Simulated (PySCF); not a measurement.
```tsv
atom	x (Å)	y (Å)	z (Å)
Ni	0.0000	0.0000	-0.3602
O	0.0000	0.0000	1.3048
```

All numbers below come from PySCF 2.14.0, PBE0/def2-TZVPPD, non-relativistic Hamiltonian with scalar-relativistic core potentials where named, at a bond length of 1.665 Å.

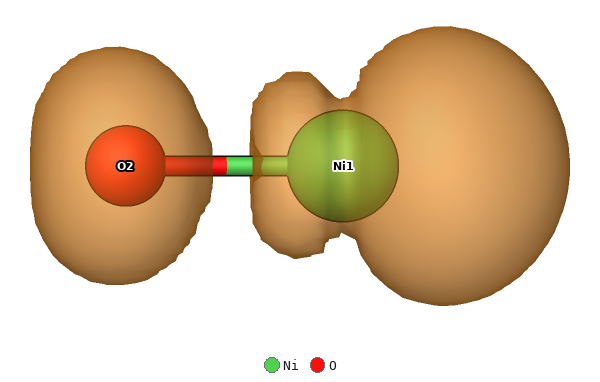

NiO (charge −1, quartet). Isosurfaces of the spin density (α minus β) at +0.05 (orange) and −0.05 e/Å³ (purple), seen from one side.

Where is the unpaired spin?

The unpaired spin (3 electrons) lies mostly on Ni1 (about 2.3) and O2 (about 0.7), in electrons by Hirshfeld's partition. Only one sign reaches the isovalue.
